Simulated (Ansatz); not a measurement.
**Zr6AlCo2 at fixed geometry**

The system is Zr6AlCo2, a structure type of another compound, with these elements put in. Wanted, at the geometry given: gap or metal, charges, bonding, and the stress on the cell.

Program: Ansatz 0.2.0. Level of theory: DFT, PBE, no spin polarisation, plane waves, PAW. These are calculated values, not measurements.

## 1. Geometry

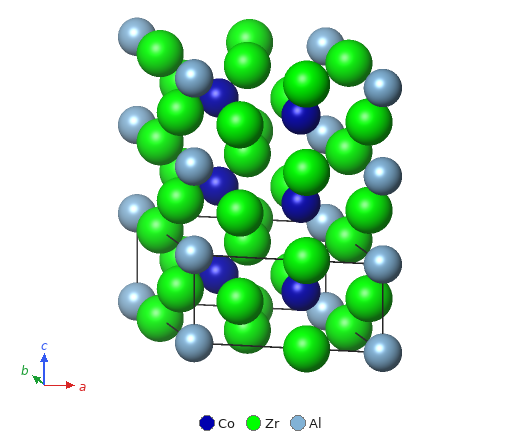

The structure slightly off an axis: cobalt blue, zirconium green, aluminium light blue. 1×1×3 cells are drawn.

The structure is hexagonal, space group P-62m (No. 189). The conventional cell has a = 7.189 Å, b = 7.189 Å, c = 3.363 Å, α = 90.00°, β = 90.00°, γ = 120.00°. Co (site symmetry -6) is surrounded by 9 Zr at 2.76 to 2.78 Å. Around Zr (site symmetry m2m) lie 4 Co at 2.76 Å and 1 Al at 2.90 Å and 6 Zr at 3.04 to 3.05 Å. Zr (site symmetry m2m) has 2 Al at 2.42 Å and 2 Co at 2.78 Å as nearest neighbours. Al (site symmetry -62m) is surrounded by 6 Zr at 2.42 Å.

Its coordinates follow in the input file.

The run starts from a saved solution of this cell (checkpoint.read), perhaps found on another mesh.

## 2. The calculation

The input, input.yaml:

```yaml
crystal:
  lattice:
    - [7.188668, 0.0, 0.0]
    - [-3.594334, 6.225573, 0.0]
    - [0.0, 0.0, 3.362904]
  atoms:
    - { symbol: Co, position: [0.3333, 0.6667, 0.5] }
    - { symbol: Co, position: [0.6667, 0.3333, 0.5] }
    - { symbol: Zr, position: [0.5961, 0.0, 0.0] }
    - { symbol: Zr, position: [0.4039, 0.4039, 0.0] }
    - { symbol: Zr, position: [0.0, 0.5961, 0.0] }
    - { symbol: Zr, position: [0.2428, 0.0, 0.5] }
    - { symbol: Zr, position: [0.7572, 0.7572, 0.5] }
    - { symbol: Zr, position: [0.0, 0.2428, 0.5] }
    - { symbol: Al, position: [0.0, 0.0, 0.0] }
  symmetry: { tolerance: 0.0003 }
kpoints:
  mp_grid: { grid: [6, 6, 10], shift: [0, 0, 0] }
  band_path:
    path:
      - [0.0, 0.0, 0.0]
      - [0.5, 1.6e-07, 0.0]
      - [0.33333333, 0.33333349, 0.0]
      - [0.0, 0.0, 0.0]
      - [0.0, 0.0, 0.5]
      - [0.5, 1.6e-07, 0.5]
      - [0.33333333, 0.33333349, 0.5]
      - [0.0, 0.0, 0.5]
      - [0.5, 1.6e-07, 0.5]
      - [0.5, 1.6e-07, 0.0]
      - [0.33333333, 0.33333349, 0.5]
    npoints: 6
magnetization:
  spin_polarized: false
scf:
  occupations: { method: fermi_dirac }
  lower_state_search: "off"
  max_iter: 200
hamiltonian:
  pseudopotentials: { kind: paw }
  xc: pbe
basis:
  ecutwfc: 420
  fft_grid_basis: typed
output:
  forces: true
  stress: true
  eigenvalues: true
  bader: true
  populations: true
  elf: true
  write_potential: true
  volumetric_format: npy
  dos:
    e_range: [-12, 8]
    de: 0.05
    projected: { site_lists: { Al: [Al], Co: [Co], Zr: [Zr] } }
checkpoint:
  read: saved_state
```

The log of the run:

```text
Warning: the atoms were moved onto the symmetric positions of the space group found under crystal.symmetry.tolerance 3.0e-4 (fractional; no operation is sought that the atoms, as they stand in a round, miss by more than twice it, and no atom is moved by as much as it), and the run uses the moved positions. Before a round's move an operation carried an atom to 7.19e-4 Å from where it should land, the largest such distance. Atom 0 (counting from 0) moved farthest, by 4.15e-4 Å; the longest move in fractions of the cell, of whichever atom, is 0.15 of the tolerance, in 1 round. To run the atoms as typed, lower crystal.symmetry.tolerance until the operations that they miss are no longer found, or set crystal.symmetry.detect: false (a key that needs symmetry detection or time reversal refuses this as the deck is read). The positions used, in the order of the run's atom list: position: [0.3333333333333333, 0.6666666666666667, 0.5]; position: [0.6666666666666667, 0.3333333333333333, 0.5]; position: [0.5961, 0.0, 0.0]; position: [0.4039, 0.4039, 0.0]; position: [0.0, 0.5961, 0.0]; position: [0.2428, 0.0, 0.5]; position: [0.7572, 0.7572, 0.5]; position: [0.0, 0.2428, 0.5]; position: [0.0, 0.0, 0.0]; The lattice was moved too: crystal.lattice misses the space group found at crystal.symmetry.tolerance 3.0e-4 in a digit that the deck types, which is why this is a warning: making the lattice exact moves one of its numbers by a whole unit of that number's last typed decimal, or more. The operation that it misses by the most changes a squared length by the fraction 1.08e-6. The run uses the lattice that is a stretch of the typed one, with no rotation, onto the one that keeps every operation to a double's rounding (on a very oblique basis the stretch itself rounds by more); the deck's lattice vector that moved farthest moved by 2.25e-6 Å. To run the lattice as typed, set crystal.symmetry.tolerance under 1.08e-6, the least fraction by which an operation that the lattice misses changes a squared length (the same key also sets how far an atom may lie from its image, so lowering it can lose operations that the atoms keep only within it), or set crystal.symmetry.detect: false, as for the atoms. crystal.lattice made exact, in Å and degrees: [[7.188670247410017, 0.0, 0.0], [-3.5943351237050085, 6.225571053686441, 0.0], [0.0, 0.0, 3.362904]]. Pasted over the deck's crystal.lattice, beside positions in fractional coordinates, it runs the same cell (given as lengths and angles, that cell in the form's own orientation, a rigid turn of the misfit's size from the one run here, for which a checkpoint.post_process_only pass over this run's state can be refused: where this run relaxes nothing, give such a pass this deck's own crystal.lattice, as typed; behind a relaxation, as crystal.lattice, the state's own cell, identity.cell in its checkpoint.json), and a matrix so pasted ends this notice, except on a very skew basis of the lattice, where the rounding of the pasted numbers themselves can read as a misfit: the cell is then moved again, and that move is told again. The lattice as run is in this notice's lattice.as_run_ang field (Run.prep()["deck_notices"] in Python, the deck_notice line of an events file, deck_notices of ansatz run --dry-run=json, or deck_notices in record.json in the deck's checkpoint.write directory).
Warning: checkpoint.read: basis.xc_grid differs: saved 1, current 2 (points along each axis for each point of the dense box; where the key is left out runs that use forces, runs that use the stress, dielectric runs by a finite field, finite-displacement phonons, runs of phonons.displacement_patterns under a GGA or a meta-GGA, phonons by method: dfpt, dielectric runs by the response, runs on support functions, runs on PAW files under a meta-GGA or a hybrid on one, runs at kind: all_electron or under a hybrid on a GGA, runs under a text's formulas of a gradient, and runs on PAW files that evaluate rPW86 or Becke's exchange or LYP's correlation can take a finer level, which can go by the root key accuracy; a number is taken as typed: the saved number, typed, holds this deck to the state's level, where the deck is accepted there); the SCF iterates at this deck's level from the saved density; a trajectory continued from that state goes on on another energy surface; basis.xc_grid: 1, typed and accepted, keeps it on the saved one
Warning: RAYON_NUM_THREADS=1 ignored (pool sized by the plan → 1); use --threads N
Engine: ansatz 0.2.0, aarch64-unknown-linux-gnu
Pseudopotentials: kind: paw
Pseudopotential: Co, paw, valence charge 17, recommended cutoff 420 eV (normal), Co.paw.azcp
Pseudopotential: Zr, paw, valence charge 12, recommended cutoff 420 eV (normal), Zr.paw.azcp
Pseudopotential: Al, paw, valence charge 3, recommended cutoff 420 eV (normal), Al.paw.azcp
Functional definition: PBE
  parameter kappa = 0.804
  parameter beta = 0.06672455060314922
  exchange = pbe_x(kappa = kappa, mu = beta*pi^2/3)
  correlation = pbe_c(beta = beta)
Crystal: 9 atoms, lattice volume = 150.502 Å³
Basis set: ecut = 420 eV, 2975 PW (Γ), exchange–correlation on 100×100×48 points (8 copies of the dense FFT grid, shifted against one another)
Bands: 66, of which v1, the nominal top of the filled ones, is band 55 counted from 1 (54 counted from 0)
Symmetry: 12 space group operations
Space group: P-62m (ITA 189), of the structure as read, at distance tolerance 1.6e-3 Å
k-points: 42 of 360 (time reversal used)
Non-local potential: Co, projectors of the file, l = 0: 3, l = 1: 2, l = 2: 3, l = 3: 1
Non-local potential: Zr, projectors of the file, l = 0: 3, l = 1: 2, l = 2: 2, l = 3: 2
Non-local potential: Al, projectors of the file, l = 0: 2, l = 1: 2, l = 2: 1
PAW form: soft (Blöchl's): semilocal exchange-correlation on the pseudo side does not see the compensation charge
PAW one-centre angular grid: Co, 590 points (default); XC on 64 Gauss nodes
PAW one-centre angular grid: Zr, 590 points (default); XC on 64 Gauss nodes
PAW one-centre angular grid: Al, 110 points (default); XC on 64 Gauss nodes
Initial density: read from a saved state, or passed on in memory by an earlier SCF of this step, an earlier step, the calling program or the single point that the run made first
Initial wavefunctions: pseudopotential atomic-orbital guess
Functional: x = pbe(κ = 0.804, μ = 0.2195149727645171), c = pbe(β = 0.06672455060314922)
iter 1 solved again at ethr=9.58e-6 eV; its pass at ethr=3.10e-3 eV (dr2=1.04e-2 eV) is discarded
SCF iter   1: F=—  HF=-35890.407637 eV  |F-HF|=—  |Δ(HF+E_count)|=         —  Δρ=3.33e-3  dr2=2.04e-2  ethr=9.58e-6  ⟨swp⟩=2.0  Hψ=13680  notcnv=0
eigensolver tolerance schedule calibrated: the retry pair's looser diagonalisation under-reported the residual by θ = 0.49 (0.19/decade); ethr = c·dr2/N_el runs at the constant in force after the calibration composes with the one it found (an armed cap, an earlier calibration), c = 2.6e-2
preconditioner: auto → Kerker (q_TF=auto, 2.585 Å⁻¹)  [metal: Δε(μ)=0.008 eV  Ē_g=14.077 eV  σ=0.100 eV  W_gap=0.02  n_scr=44 (ndim 8)  ℏωp=27.2 eV  f_vac=0.000  D(μ)=10.65/eV (n_scr^D=116)]
SCF iter   2: F=—  HF=-35890.408025 eV  |F-HF|=—  |Δ(HF+E_count)|=   3.88e-4  Δρ=1.59e-3  dr2=5.87e-3  ethr=4.94e-6  ⟨swp⟩=1.0  Hψ=2772  notcnv=0
SCF iter   3: F=—  HF=-35890.408036 eV  |F-HF|=—  |Δ(HF+E_count)|=   1.05e-5  Δρ=2.30e-4  dr2=1.49e-4  ethr=1.42e-6  ⟨swp⟩=2.0  Hψ=3731  notcnv=0
SCF iter   4: F=—  HF=-35890.408025 eV  |F-HF|=—  |Δ(HF+E_count)|=   1.10e-5  Δρ=9.70e-5  dr2=1.07e-5  ethr=3.61e-8  ⟨swp⟩=2.0  Hψ=3751  notcnv=0
SCF iter   5: F=—  HF=-35890.407904 eV  |F-HF|=—  |Δ(HF+E_count)|=   1.21e-4  Δρ=1.81e-5  dr2=2.33e-7  ethr=2.58e-9  ⟨swp⟩=2.0  Hψ=3733  notcnv=0
SCF iter   6: F=-35890.407904 eV  HF=-35890.407904 eV  |F-HF|=5.21e-8  |Δ(HF+E_count)|=   5.46e-8  Δρ=7.92e-6  dr2=8.46e-8  ethr=2.42e-11  ⟨swp⟩=8.9  Hψ=17239  notcnv=0
SCF 1 converged in 6 iterations: F = -35890.407904 eV  dr2 = 8.46e-8
NSCF: frozen V_eff on 61 k-points
SCF converged after 6 iterations
Free energy (F): -35890.407904 eV
Harris-Foulkes:  -35890.407904 eV  (|F-HF|=5.21e-8)
Internal energy: -35890.054183 eV  (E = F + TS)
E sigma→0 (E₀):  -35890.231044 eV
Entropy (-TS):   -0.353721 eV (-39.302 meV/atom)
Fermi energy:    16.531093 eV
--- Per-component energies (eV) ---
  E_band       = -879.362020
  E_kinetic    = 2978.714717
  E_local      = -10867.574250  (includes V_loc(G=0)·N_el)
  E_nonlocal   = 1408.491942
  E_hartree    = 4342.139051
  E_xc         = -1343.298173
  E_vxc        = -1605.677635  (∫ρ·V_xc dr)
  E_paw        = -21230.476708  (= ΣΔE_a)
  E_vpaw       = -1477.618858  (= ΣTr[D̂ρ^β])
  E_aug_tail   = 0.000296  (compensation charges beyond the density's cutoff)
  E_ewald      = -11178.051058
  E_smearing   = -0.353721  (= −TS)
  E_closure    = -0.000000  (closes the sum)
  Σ components = -35890.407904   (vs F -35890.407904, Δ=0.00e0)
--- Forces (eV/Å), atoms counted from 1 ---
  atom   1  Co     0.00000000    -0.00000000    -0.00000000
  atom   2  Co    -0.00000000     0.00000000     0.00000000
  atom   3  Zr    -1.16664577    -0.00000000     0.00000000
  atom   4  Zr     0.58332289     1.01034487    -0.00000000
  atom   5  Zr     0.58332289    -1.01034487    -0.00000000
  atom   6  Zr     4.35120472    -0.00000000    -0.00000000
  atom   7  Zr    -2.17560236    -3.76825382     0.00000000
  atom   8  Zr    -2.17560236     3.76825382     0.00000000
  atom   9  Al     0.00000000     0.00000000     0.00000000
  max |Σ_I F_I| component: 1.34e-15 eV/Å
--- Stress (GPa, compression-positive) ---
       22.726608      -0.000000      -0.000000
       -0.000000      22.726608       0.000000
       -0.000000       0.000000      31.539057
  P = ⅓ Tr σ = 25.6641 GPa (256.641 kbar)
--- Band table (eV; the first three rows and the last of 42) ---
  k-point 0: bands = ["-77.9616", "-77.9616", "-41.2725", "-41.2725", "-41.2720", "-41.2720", "-41.2361", "-41.2361", "-31.8252", "-31.7849", "-31.7849", "-31.2254", "-31.1764", "-31.1764", "-10.3097", "-10.1905", "-10.1905", "-10.1440", "-9.8992", "-9.8992", "-9.8376", "-9.6693", "-9.6693", "-9.5335", "-9.4748", "-9.4748", "-9.2814", "-9.2814", "-9.1975", "-9.0508", "-9.0135", "-9.0135", "9.4605", "11.7961", "13.0884", "13.0884", "13.3664", "13.4353", "13.6129", "13.6129", "14.6583", "14.6583", "14.9130", "14.9130", "15.0685", "15.1200", "15.2099", "15.2099", "15.4423", "15.4423", "15.5569", "15.5604", "15.5604", "17.0029", "17.0686", "17.0928", "17.0928", "17.2037", "17.2037", "17.6101", "17.6101", "18.6539", "18.6539", "18.7668", "18.7668", "18.9662"]
[... 3 lines left out ...]
--- Löwdin populations: 9 sites ---
  site symbol       q [e]
     0     Co     16.7334
     1     Co     16.7334
     2     Zr     11.8590
     3     Zr     11.8590
     4     Zr     11.8590
     5     Zr     12.0802
     6     Zr     12.0802
     7     Zr     12.0802
     8     Al      3.0742
  spilling = 0.005884 (of n_electrons = 109.000000)
--- Bader charges: 9 sites ---
  site symbol  charge [e]  shift [e]
     0     Co     -1.4889     0.0001
     1     Co     -1.4890     0.0001
     2     Zr      0.9232     0.0000
     3     Zr      0.9232     0.0000
     4     Zr      0.9232     0.0000
     5     Zr      0.3037     0.0004
     6     Zr      0.3037     0.0005
     7     Zr      0.3037     0.0004
     8     Al     -0.7028     0.0013
  estimated error of the sums over rays = 7.6e-4 e
```

Wall time 2.9 min (1 thread, shared host); peak memory 0.7 GiB.

## 3. Forces and stress

The largest forces, with each atom's nearest neighbour:

```
atom  force (eV/Å)  nearest  distance (Å)             direction
 Zr6         4.351      Al9          2.42  (others are as near)
 Zr8         4.351      Al9          2.42  (others are as near)
 Zr7         4.351      Al9          2.42  (others are as near)
 Zr4         1.167      Co1          2.76  (others are as near)
 Zr5         1.167      Co1          2.76  (others are as near)
 Zr3         1.167      Co2          2.76  (others are as near)
```

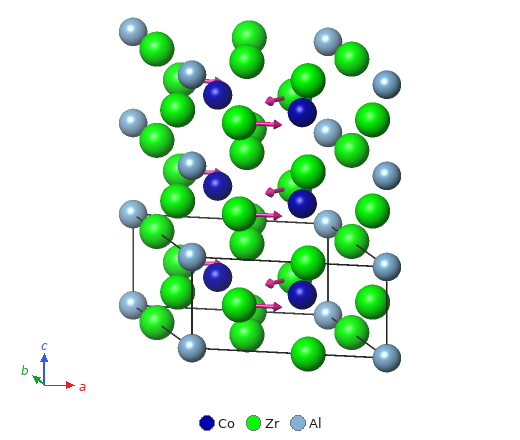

Forces as arrows; the longest is 4.35 eV/Å.

Diagonalising the stress gives 22.73, 22.73, 31.54 GPa, so P = 25.66 GPa (positive in compression).

## 4. The band path (bands.tsv)

bands.tsv at the labelled points (eV, zero at the Fermi level):

```
point  band 55  band 56  band 57  band 58  band 59  band 60
    Γ     0.54     0.56     0.56     0.67     0.67     1.08
    M     0.17     0.53     0.54     0.55     1.55     1.66
    K     0.28     0.33     0.33     0.43     1.76     1.76
    Γ     0.54     0.56     0.56     0.67     0.67     1.08
    A    -0.04     0.51     0.51     0.55     0.83     0.83
    L    -0.11     0.29     0.45     0.59     0.81     0.85
    H     0.00     0.29     0.29     0.38     0.38     0.71
    A    -0.04     0.51     0.51     0.55     0.83     0.83
    L    -0.11     0.29     0.45     0.59     0.81     0.85
    M     0.17     0.53     0.54     0.55     1.55     1.66
    H     0.00     0.29     0.29     0.38     0.38     0.71
```

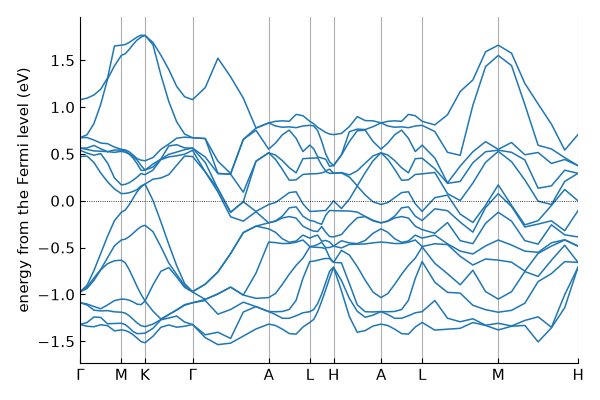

Bands along the path (those far from the Fermi level are not drawn).

## 5. Density of states

Counts of states in windows (eV from the Fermi level; tetrahedra), total and projected:

```
from    to  total  Co d  Zr s  Zr d
-7.0  -6.0   0.81  0.00  0.47  0.09
-6.0  -5.0   1.21  0.00  0.27  0.49
-5.0  -4.0   1.71  0.02  0.67  0.40
-4.0  -3.0   5.58  0.47  1.05  2.85
-3.0  -2.0   9.40  3.42  0.70  4.56
-2.0  -1.0  14.72  8.43  0.38  4.97
-1.0   0.0  11.40  3.54  0.53  6.33
 0.0   1.0   9.63  1.72  0.43  6.34
 1.0   2.0   7.22  0.89  0.24  5.33
```

The bands computed are complete only to about 2.4 eV above the Fermi level.

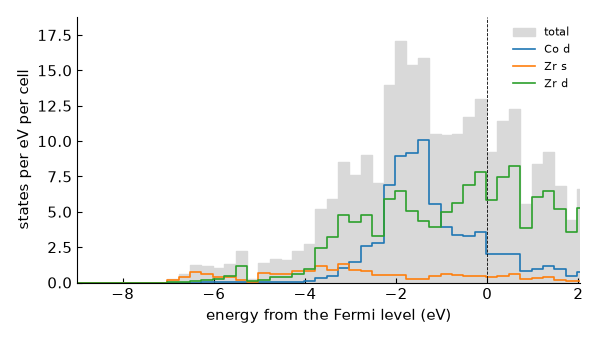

Total and projected density of states, in bins of 0.25 eV.

## 6. Atomic charges

By element, from the tables in the log (a charge is positive for electrons lost): Löwdin charges also hold the electrons that the projection spills.

```
element  atoms  Bader charge (e)  Bader volume (Å³)  Löwdin charge (e)
     Co      2             -1.49               19.0              +0.27
     Zr      6    +0.30 to +0.92       16.1 to 16.9     -0.08 to +0.14
     Al      1             -0.70               13.5              -0.07
```

Löwdin charges rest on a small set of atomic orbitals that misses 0.6 % of the electrons, so they need not add up to the cell's charge and can differ from Bader's even in sign.

## 7. Real-space fields

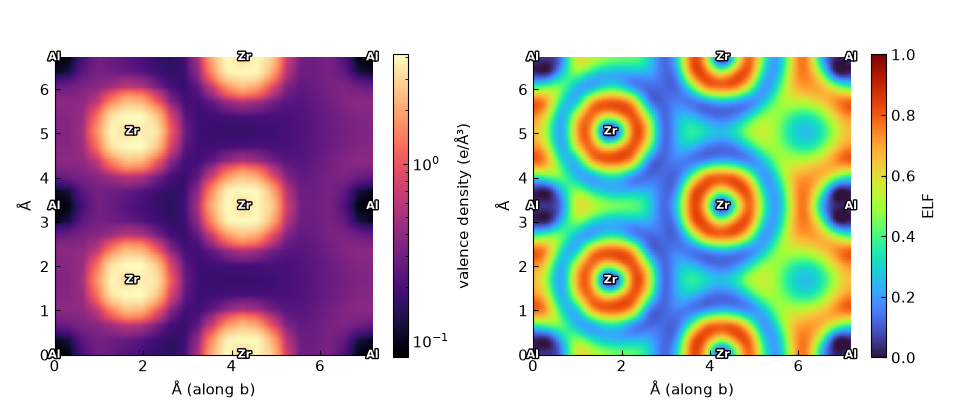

Valence density (left, log scale) and ELF (right) in the plane spanned by b and c at height 0.000 along a (axes of the input's cell); atoms within 0.2 Å are lettered, 1×2 cells. Inside the augmentation spheres the fields are the smooth ones.

At the density minimum on some short contacts:

```
contact  length (Å)  minimum at (fraction)  density (e/Å³)   ELF
Zr6–Al9       2.424             none clear               –     –
Co1–Zr5       2.759                   0.50           0.267  0.24
Zr3–Zr7       3.039                   0.50           0.203  0.17
```

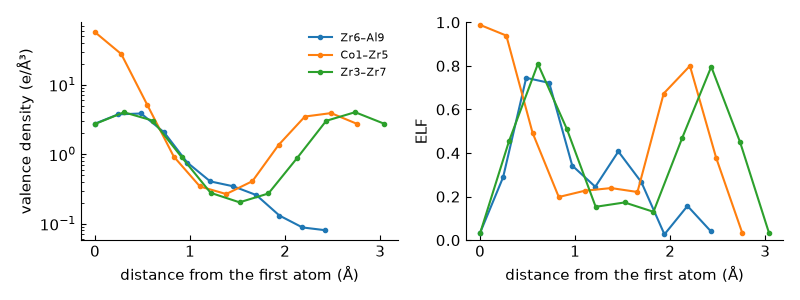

Smooth valence density and ELF along the contacts, at tenths of each length.

## 8. Results

```
                                                 quantity                                    value
                                            largest force                         4.351 eV/Å on Zr
                                                 pressure                                 25.7 GPa
           formation energy (elements from separate runs)                             0.29 eV/atom
                                                character                                    metal
density of states, mean within 0.25 eV of the Fermi level                       11 per eV per cell
                                            Bader charges  Co -1.49, Zr +0.30 to +0.92, Al -0.70 e
```

In words: It is a metal; within 0.25 eV of the Fermi level the density of states averages 11 per eV per cell, mostly Zr d (63 %) and Co d (23 %). Forces reach 4.4 eV/Å, so the geometry is far from rest and the levels are not those of the relaxed cell. Zr feels the largest force, 4.35 eV/Å, so the positions are not relaxed. The geometry is far from any minimum; its shortest contact is 2.42 Å. The pressure of 25.7 GPa says the cell is too small, and unequal principal stresses would change its shape. By Bader's partition Zr gives up most (+0.61 e) and Co takes most (-1.49 e).

Limits of this run: no spin polarisation, so a magnetic state may lie lower.
